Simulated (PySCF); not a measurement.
# C2H6O2Si: NMR shifts, electronic excitations and K edges in gas and solvents, part 2 of 2

PySCF 2.14.0. Atoms count from 0.

### Step 6. Ultraviolet spectrum: PBE0/def2-SVPD in acetone

What the job is given:

```
{"job": {"kind": "uv", "xc": "PBE0", "basis": "def2-SVPD", "solvent": "acetone", "nstates": 6, "ntriplets": 0}, "charge": 0, "multiplicity": 1}
C     -2.002855    -0.116121     0.433020
O     -0.703213    -0.472097    -0.021577
C      0.286255     0.355524     0.333909
O      0.116875     1.347625     0.995006
Si     2.026054    -0.171978    -0.301061
H     -2.683627    -0.885388     0.051631
H     -2.291902     0.874525     0.052167
H     -2.036408    -0.086239     1.532117
H      2.884871    -0.368318     0.901051
H      2.546766     0.960102    -1.118608
H      1.978455    -1.420488    -1.113538
```

Level: TDDFT PBE0/def2-SVPD, vertical, IEF-PCM acetone (non-equilibrium linear response), core orbitals frozen in the response.

The log of the run:

```text
coarse grid: 9688 points
cycle   1  E = -518.9434996062  dE =  4.877e-01  |g| = 7.630e-01  |ddm| = 3.806e+00
cycle   2  E = -518.6751966853  dE =  2.683e-01  |g| = 1.405e+00  |ddm| = 2.144e+00
cycle   3  E = -519.0491337448  dE = -3.739e-01  |g| = 1.846e-01  |ddm| = 1.522e+00
cycle   4  E = -519.0546390307  dE = -5.505e-03  |g| = 7.551e-02  |ddm| = 2.045e-01
cycle   5  E = -519.0556766531  dE = -1.038e-03  |g| = 7.237e-03  |ddm| = 6.361e-02
cycle   6  E = -519.0556874521  dE = -1.080e-05  |g| = 2.347e-03  |ddm| = 1.432e-02
cycle   7  E = -519.0556887729  dE = -1.321e-06  |g| = 5.626e-04  |ddm| = 3.228e-03
final grid: 88992 points
cycle   8  E = -519.1347981467  dE = -9.588e-06  |g| = 1.049e-02  |ddm| = 5.994e-02
cycle   9  E = -519.1347716438  dE =  2.650e-05  |g| = 1.602e-02  |ddm| = 2.430e-02
cycle  10  E = -519.1348185006  dE = -4.686e-05  |g| = 1.399e-03  |ddm| = 1.455e-02
cycle  11  E = -519.1348188834  dE = -3.828e-07  |g| = 2.886e-04  |ddm| = 1.399e-03
cycle  12  E = -519.1348188981  dE = -1.469e-08  |g| = 9.519e-05  |ddm| = 3.232e-04
cycle  13  E = -519.1348189000  dE = -1.904e-09  |g| = 1.341e-05  |ddm| = 1.077e-04
cycle  14  E = -519.1348189000  dE = -4.218e-11  |g| = 4.213e-06  |ddm| = 2.443e-05
converged SCF energy = -519.1348189000

Static polarisability (au): isotropic 79.090, principal 66.118 80.050 91.102

Singlet excitations
state   eV       nm        f      main configurations
  1   5.2155    237.7   0.00398   H->L 0.97
  2   7.2421    171.2   0.05909   H-1->L 0.64, H->L+1 0.29
  3   7.3799    168.0   0.05303   H->L+1 0.68, H-1->L 0.22
  4   7.5506    164.2   0.00644   H-2->L 0.70, H-4->L 0.25
  5   7.7956    159.0   0.10482   H->L+2 0.77, H-3->L 0.18
  6   7.9037    156.9   0.12350   H->L+3 0.48, H-3->L 0.35
```

It took 10 s on 1 thread of AMD EPYC 7R43, shared host; peak memory 0.76 GiB.

Key values: HOMO -8.06 eV, LUMO -0.79 eV; lowest singlet 5.22 eV.

### Step 7. TDDFT and polarisability: PBE0/def2-SVPD in tetrahydrofuran

The job, as its differences from that of step 6:

```diff
@@ -1,2 +1,2 @@
-{"job": {"kind": "uv", "xc": "PBE0", "basis": "def2-SVPD", "solvent": "acetone", "nstates": 6, "ntriplets": 0}, "charge": 0, "multiplicity": 1}
+{"job": {"kind": "uv", "xc": "PBE0", "basis": "def2-SVPD", "solvent": "tetrahydrofuran", "nstates": 6, "ntriplets": 0}, "charge": 0, "multiplicity": 1}
 C     -2.002855    -0.116121     0.433020
```

With the program's defaults for keys left out, this is: TDDFT PBE0/def2-SVPD, vertical, IEF-PCM tetrahydrofuran (non-equilibrium linear response), core orbitals frozen in the response.

The log of the run:

```text
coarse grid: 9688 points
cycle   1  E = -518.9418142017  dE =  4.893e-01  |g| = 7.650e-01  |ddm| = 3.805e+00
cycle   2  E = -518.6641723263  dE =  2.776e-01  |g| = 1.422e+00  |ddm| = 2.155e+00
cycle   3  E = -519.0477908910  dE = -3.836e-01  |g| = 1.916e-01  |ddm| = 1.541e+00
cycle   4  E = -519.0537842571  dE = -5.993e-03  |g| = 7.673e-02  |ddm| = 2.107e-01
cycle   5  E = -519.0548561829  dE = -1.072e-03  |g| = 7.441e-03  |ddm| = 6.486e-02
cycle   6  E = -519.0548676432  dE = -1.146e-05  |g| = 2.405e-03  |ddm| = 1.460e-02
cycle   7  E = -519.0548690290  dE = -1.386e-06  |g| = 5.936e-04  |ddm| = 3.327e-03
final grid: 88992 points
cycle   8  E = -519.1339801608  dE = -9.517e-06  |g| = 1.050e-02  |ddm| = 5.991e-02
cycle   9  E = -519.1339531923  dE =  2.697e-05  |g| = 1.610e-02  |ddm| = 2.434e-02
cycle  10  E = -519.1340005364  dE = -4.734e-05  |g| = 1.462e-03  |ddm| = 1.462e-02
cycle  11  E = -519.1340009516  dE = -4.153e-07  |g| = 2.989e-04  |ddm| = 1.447e-03
cycle  12  E = -519.1340009677  dE = -1.611e-08  |g| = 9.290e-05  |ddm| = 3.293e-04
cycle  13  E = -519.1340009695  dE = -1.828e-09  |g| = 1.349e-05  |ddm| = 1.072e-04
cycle  14  E = -519.1340009696  dE = -4.377e-11  |g| = 4.323e-06  |ddm| = 2.450e-05
converged SCF energy = -519.1340009696

Static polarisability (au): isotropic 76.284, principal 63.275 76.572 89.005

Singlet excitations
state   eV       nm        f      main configurations
  1   5.1991    238.5   0.00408   H->L 0.97
  2   7.2317    171.4   0.04967   H-1->L 0.57, H->L+1 0.36
  3   7.3681    168.3   0.05985   H->L+1 0.60, H-1->L 0.28
  4   7.5587    164.0   0.00652   H-2->L 0.70, H-4->L 0.26
  5   7.7655    159.7   0.14334   H->L+2 0.83, H-3->L 0.11
  6   7.8975    157.0   0.09647   H->L+3 0.51, H-3->L 0.36
```

Run time: 10 s. Hardware: 1 thread of AMD EPYC 7R43, shared host; peak memory 0.76 GiB.

This run: HOMO -8.04 eV, LUMO -0.78 eV; lowest singlet 5.20 eV.

### Step 8. K-edge absorption: BHandHLYP/def2-SVPD+aug-pcX-1+pcseg-1

The job, as its differences from that of step 7:

```diff
@@ -1,2 +1,2 @@
-{"job": {"kind": "uv", "xc": "PBE0", "basis": "def2-SVPD", "solvent": "tetrahydrofuran", "nstates": 6, "ntriplets": 0}, "charge": 0, "multiplicity": 1}
+{"job": {"kind": "xas", "xc": "BHandHLYP", "basis": {"default": "aug-pcX-1", "H": "pcseg-1", "Si": "def2-SVPD"}}, "charge": 0, "multiplicity": 1}
 C     -2.002855    -0.116121     0.433020
```

Method: core-valence-separated TDA BHandHLYP/aug-pcX-1 H:pcseg-1 Si:def2-SVPD, K edges, non-relativistic, gas phase.

The log of the run:

```text
coarse grid: 9688 points
cycle   1  E = -519.3280743182  dE =  5.431e-01  |g| = 8.152e-01  |ddm| = 3.178e+00
cycle   2  E = -519.2075392202  dE =  1.205e-01  |g| = 1.189e+00  |ddm| = 1.224e+00
cycle   3  E = -519.4523181125  dE = -2.448e-01  |g| = 1.426e-01  |ddm| = 7.695e-01
cycle   4  E = -519.4551620167  dE = -2.844e-03  |g| = 7.344e-02  |ddm| = 1.344e-01
cycle   5  E = -519.4560754544  dE = -9.134e-04  |g| = 6.670e-03  |ddm| = 4.987e-02
cycle   6  E = -519.4560890028  dE = -1.355e-05  |g| = 2.296e-03  |ddm| = 9.695e-03
cycle   7  E = -519.4560907950  dE = -1.792e-06  |g| = 9.537e-04  |ddm| = 3.500e-03
final grid: 88992 points
cycle   8  E = -519.5107932225  dE = -5.751e-05  |g| = 2.307e-03  |ddm| = 1.651e-02
cycle   9  E = -519.5107933533  dE = -1.308e-07  |g| = 1.641e-03  |ddm| = 2.582e-03
cycle  10  E = -519.5107937856  dE = -4.323e-07  |g| = 5.393e-04  |ddm| = 1.244e-03
cycle  11  E = -519.5107938303  dE = -4.478e-08  |g| = 1.713e-04  |ddm| = 3.508e-04
cycle  12  E = -519.5107938355  dE = -5.192e-09  |g| = 3.841e-05  |ddm| = 1.251e-04
cycle  13  E = -519.5107938359  dE = -3.965e-10  |g| = 2.672e-05  |ddm| = 4.155e-05
converged SCF energy = -519.5107938359

C K edge
   eV          f      from atoms
  284.490   0.07927   C2
  286.807   0.04655   C0
  287.183   0.00369   C0
  287.186   0.00253   C0
  287.823   0.03748   C0
  288.043   0.03275   C0
  288.926   0.01035   C0
  289.088   0.02922   C2
  289.495   0.00930   C0
  289.548   0.00232   C0
  289.654   0.00114   C0
  289.785   0.00301   C2

O K edge
   eV          f      from atoms
  529.149   0.04514   O3
  532.454   0.02141   O1
  533.710   0.00034   O3
  534.162   0.00968   O3
  534.436   0.00166   O3
  534.638   0.00097   O3
  534.708   0.02220   O1
  534.844   0.00016   O3
  535.053   0.00566   O1
  535.130   0.00334   O3
  535.417   0.00322   O3
  535.551   0.00087   O3
```

Run time: 8.1 s. Hardware: 1 thread of AMD EPYC 7R43, shared host; peak memory 0.76 GiB.

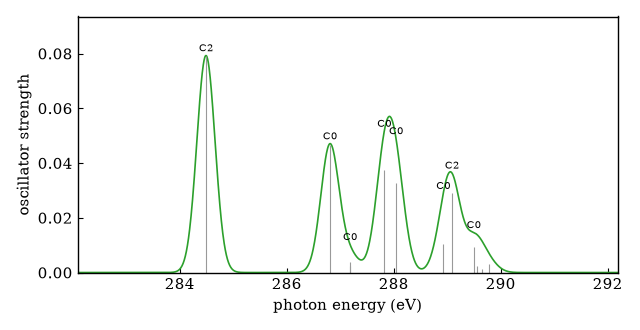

The C K edge. Lines are broadened to a width of 0.40 eV (Gaussian).

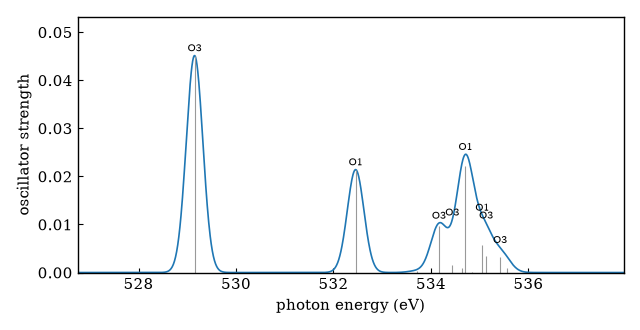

The O K edge. Lines are broadened to a width of 0.40 eV (Gaussian).

### Step 9. Run by run: NMR shifts

Shifts (ppm), means over like atoms, with basis size and wall time:

```tsv
run	C2	C0	H8	H5	O3	O1	Si4	functions	time
PBE0/pcSseg-1 in acetone	188.8	52.7	4.08	3.79	504.2	241.9	-82.0	122	8.1 s
PBE0/pcSseg-1 in tetrahydrofuran	188.1	52.5	4.08	3.77	507.2	240.2	-82.3	122	6.2 s
```

The continuum's effect on the ground state:

```tsv
solvent	ε	polarisation energy (Eh)	μ (D)
tetrahydrofuran	7.43	-0.0061	2.12
acetone	20.49	-0.0071	2.18
```

### Step 10. Side by side: electronic excitations

Excitations and ground-state properties, with basis size and wall time:

```tsv
run	lowest singlet (eV)	brightest (eV)	f	gap (eV)	α (Å³)	μ (D)	functions	time
PBE0/def2-SVPD	5.11	7.60	0.166	7.17	9.13	1.80	158	12 s
PBE0/def2-SVPD in acetone	5.22	7.90	0.123	7.27	11.72	2.31	158	10 s
PBE0/def2-SVPD in tetrahydrofuran	5.20	7.77	0.143	7.26	11.30	2.24	158	10 s
```

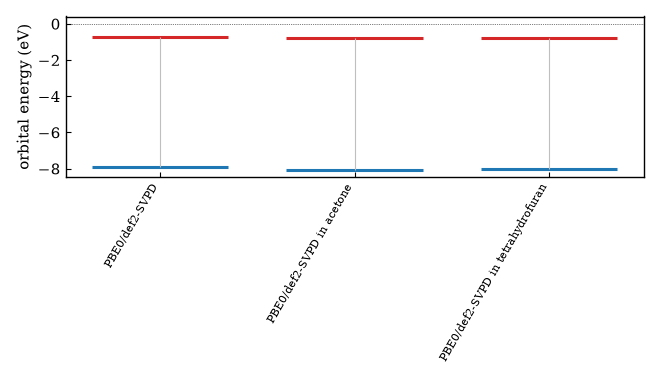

HOMO (blue) and LUMO (red) run by run.

The continuum's effect on the ground state:

```tsv
solvent	ε	polarisation energy (Eh)	μ (D)
tetrahydrofuran	7.43	-0.0060	2.24
acetone	20.49	-0.0070	2.31
```

### Step 11. Outcome

This closing draws on all 2 parts.

| quantity | value |
| --- | --- |
| point group | Cs |
| rotational constants (main isotopes) | 9.03, 2.39, 1.96 GHz |
| ¹³C shifts against TMS (PBE0/pcSseg-1, acetone) | 188.8, 52.7 ppm |
| ¹H shifts against TMS (PBE0/pcSseg-1, acetone, means over atoms taken as alike) | 4.08, 3.79 ppm |
| ¹⁷O shifts against H2O (PBE0/pcSseg-1, acetone) | 504.2, 241.9 ppm |
| ²⁹Si shifts against TMS (PBE0/pcSseg-1, acetone) | -82.0 ppm |
| lowest singlet (PBE0/def2-SVPD) | 5.11 eV (242 nm), f = 0.003 |
| brightest single state of those computed | state 4, 7.60 eV, f = 0.166 |
| C K edge | first line 284.49 eV, strongest 284.49 eV (f = 0.079) |
| O K edge | first line 529.15 eV, strongest 529.15 eV (f = 0.045) |
| range of the shift of O3 | 504.2 to 507.2 ppm |
| range of the lowest singlet | 5.11 to 5.22 eV |

What this shows: Over 9 steps the energy fell by 0.102 eV; of the close pairs, Si4–H10 changed most, 1.447 to 1.490 Å. No frequency check was run at this level, so the end point may be a saddle. At PBE0/pcSseg-1: Shielding is most anisotropic at O3 (span 815 ppm, paramagnetic term -565 ppm). The lowest singlet, at 5.11 eV, is HOMO→LUMO 0.97 and is weak; of the 6 states computed, the strongest absorption comes from state 4 at 7.60 eV. At the C edge the strongest single line lifts a 1s electron of C2 into LUMO (weight 0.72), and it is the first line. At the O edge the strongest single line lifts a 1s electron of O3 into LUMO (weight 0.77), and it is the first line. Absolute edge energies from this method are off by several eV; spacings are better. In ppm, O3 moves most: its shift spreads over 3.1 ppm, from 504.2 (PBE0/pcSseg-1 in acetone) to 507.2 (PBE0/pcSseg-1 in tetrahydrofuran). The continuum holds electrostatics alone: no hydrogen bonds to the solvent, and the gas-phase geometry is kept. The lowest singlet runs from 5.11 eV (PBE0/def2-SVPD) to 5.22 eV (PBE0/def2-SVPD in acetone), while the orbital gap spans 7.17 to 7.27 eV. The lowest state need not be the same one in every run.
